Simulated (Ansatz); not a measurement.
# C2H3Cl2Si (SMILES [H]/[C]=C/[SiH](Cl)Cl): U-wB97X/def2-SVP

Aim: the vertical ionisation energy of C2H3Cl2Si at U-wB97X/def2-SVP, from 2 runs. 

The calculation is run with Ansatz 0.2.0.

61 further runs of the same task are left out: 61 set aside as unsound or not needed.

## Step 1: Starting point

C2H3Cl2Si has 8 atoms, charge 0, and is taken as a doublet. SMILES: `[H]/[C]=C/[SiH](Cl)Cl`. The coordinates come from a PBE0-D4/def2-TZVP relaxation. This is one conformer, not always the lowest.

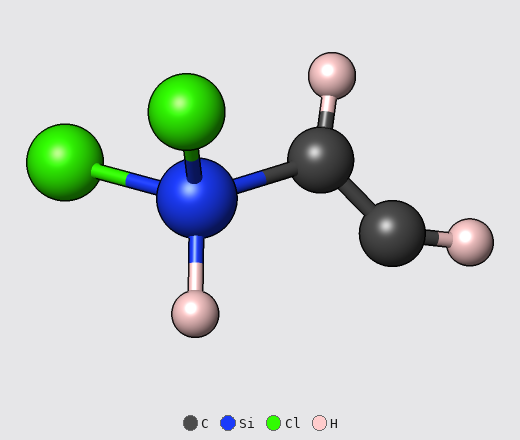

Viewed from a chosen angle; carbon dark grey, silicon blue, chlorine green, hydrogen pink.

## Step 2: A single-point energy at U-wB97X/def2-SVP

The input, run.yaml:

```yaml
crystal:
  periodic: [false, false, false]
  atoms:
    - {symbol: C, position_ang: [-0.467200, 1.549800, 0.659300]}
    - {symbol: C, position_ang: [-0.193600, 0.279100, 0.737900]}
    - {symbol: Si, position_ang: [0.301600, -0.635800, -0.791100]}
    - {symbol: Cl, position_ang: [-1.013100, -2.166600, -1.130900]}
    - {symbol: Cl, position_ang: [2.164100, -1.443500, -0.534600]}
    - {symbol: H, position_ang: [-0.772500, 2.376400, 1.285600]}
    - {symbol: H, position_ang: [-0.249600, -0.262100, 1.689000]}
    - {symbol: H, position_ang: [0.322500, 0.245600, -1.971100]}
basis:
  gaussian:
    orbitals: def2-SVP
magnetization:
  spin_polarized: true
  initial_magnetization: 1
total_charge: 0
accuracy: high
output: {orbitals: {seedname: orbitals}}
hamiltonian:
  xc: {name: wB97X}
```

On the command line:

```bash
$ ansatz run run.yaml --threads 1 --pin off --max-ram 3480MiB --events-out events.jsonl --progress --plain --runs-dir runs
```

Output:

```text
Warning: RAYON_NUM_THREADS=1 ignored (pool sized by the plan → 1); use --threads N
Functional definition: wB97X
  name "wB97X"
  parameter omega = 0.3/bohr
  parameter cx = 0.157706
  parameter cx1 = 0.726479
  parameter cx2 = 1.04760
  parameter cx3 = -5.70635
  parameter cx4 = 13.2794
  parameter css1 = -4.33879
  parameter css2 = 18.2308
  parameter css3 = -31.7430
  parameter css4 = 17.2901
  parameter cos1 = 2.37031
  parameter cos2 = -11.3995
  parameter cos3 = 6.58405
  parameter cos4 = -3.78132
  exchange = spin_sum(e_x_unif_sr(omega)*poly(b97_u_x, 1 - cx, cx1, cx2, cx3, cx4)) + cx*exact_x_sr(omega)
      + exact_x_lr(omega)
  correlation = spin_sum(e_c_pw_same_spin*poly(b97_u_same, 1, css1, css2, css3, css4))
      + integral(e_c_pw_opposite_spin*poly(b97_u_opposite, 1, cos1, cos2, cos3, cos4))
2058 factors; integrals over basis functions are off by at most 5.3e-9 eV
394 factors; integrals over basis functions are off by at most 2.2e-9 eV
mean field evaluation 1: about -35030.7569 eV, gradient 2.0e1 eV
mean field evaluation 2: about -35032.1920 eV, gradient 1.2e1 eV
mean field evaluation 4: about -35033.0040 eV, gradient 5.7e-1 eV
mean field evaluation 8: about -35033.1440 eV, gradient 1.0e-1 eV
mean field evaluation 16: about -35033.1446 eV, gradient 6.2e-4 eV
mean field evaluation 32: about -35033.1446 eV, gradient 3.8e-8 eV
mean field -35033.14461902 eV, -1287.4443184306 hartree, gradient 3.8e-8 eV, S^2 0.764876; 0 other end points of the search recorded, 0 dependent functions left out
reference -35033.14461644 eV, -1287.4443183360 hartree; 32, 31 occupied and 65, 66 virtual orbitals, 2058 factors
Total energy: -35033.14461644 eV, -1287.4443183360 hartree
```

Wall time 73 s (1 thread of Arm Neoverse V1, shared host); peak memory 1 GiB.

## Step 3: The singlet cation at the same level

The input, job.yaml:

```yaml
basis:
  gaussian:
    orbitals: def2-SVP
crystal:
  periodic: [false, false, false]
  atoms:
    - symbol: C
      position_ang: [-0.467200, 1.549800, 0.659300]
    - symbol: C
      position_ang: [-0.193600, 0.279100, 0.737900]
    - symbol: Si
      position_ang: [0.301600, -0.635800, -0.791100]
    - symbol: Cl
      position_ang: [-1.013100, -2.166600, -1.130900]
    - symbol: Cl
      position_ang: [2.164100, -1.443500, -0.534600]
    - symbol: H
      position_ang: [-0.772500, 2.376400, 1.285600]
    - symbol: H
      position_ang: [-0.249600, -0.262100, 1.689000]
    - symbol: H
      position_ang: [0.322500, 0.245600, -1.971100]
accuracy: high
output:
  orbitals: {seedname: orbitals}
total_charge: 1
hamiltonian:
  xc: {name: wB97X}
```

On the command line:

```bash
$ ansatz run job.yaml --threads 1 --pin off --max-ram 3480MiB --events-out events.jsonl --progress --plain --runs-dir runs
```

Output (excerpt; [...] marks lines left out):

```text
Warning: RAYON_NUM_THREADS=1 ignored (pool sized by the plan → 1); use --threads N
[... 2 set-up lines as earlier in the session ...]
[...]
      + exact_x_lr(omega)
[...]
      + integral(e_c_pw_opposite_spin*poly(b97_u_opposite, 1, cos1, cos2, cos3, cos4))
2057 factors; integrals over basis functions are off by at most 5.3e-9 eV
394 factors; integrals over basis functions are off by at most 2.2e-9 eV
[...]
mean field -35023.68996731 eV, -1287.0968663888 hartree, gradient 5.7e-8 eV, S^2 0.000000; 0 other end points of the search recorded, 0 dependent functions left out
reference -35023.68996469 eV, -1287.0968662928 hartree; 31, 31 occupied and 66, 66 virtual orbitals, 2057 factors
Total energy: -35023.68996469 eV, -1287.0968662928 hartree
```

It took 38 s on 1 thread of Arm Neoverse V1, shared host; peak memory 0.6 GiB.

## Step 4: Results

Level: U-wB97X/def2-SVP.

| quantity | value |
| --- | --- |
| doublet C2H3Cl2Si: total energy | -1287.44432 Eh |
| doublet C2H3Cl2Si: HOMO energy (highest over α and β) | -9.45 eV |
| doublet C2H3Cl2Si: LUMO energy (lowest over α and β) | -0.25 eV |
| doublet C2H3Cl2Si: ⟨S²⟩ | 0.765 |
| singlet cation: total energy | -1287.09687 Eh |
| singlet cation: HOMO energy | -15.89 eV |
| singlet cation: LUMO energy | -9.16 eV |
| singlet cation: HOMO–LUMO gap | 6.73 eV |
| vertical ionisation energy (to the singlet cation) | 9.455 eV |

In words: The vertical ionisation energy comes to 9.45 eV (912 kJ/mol). Only the singlet of the ionised species was computed; a triplet could lie lower.
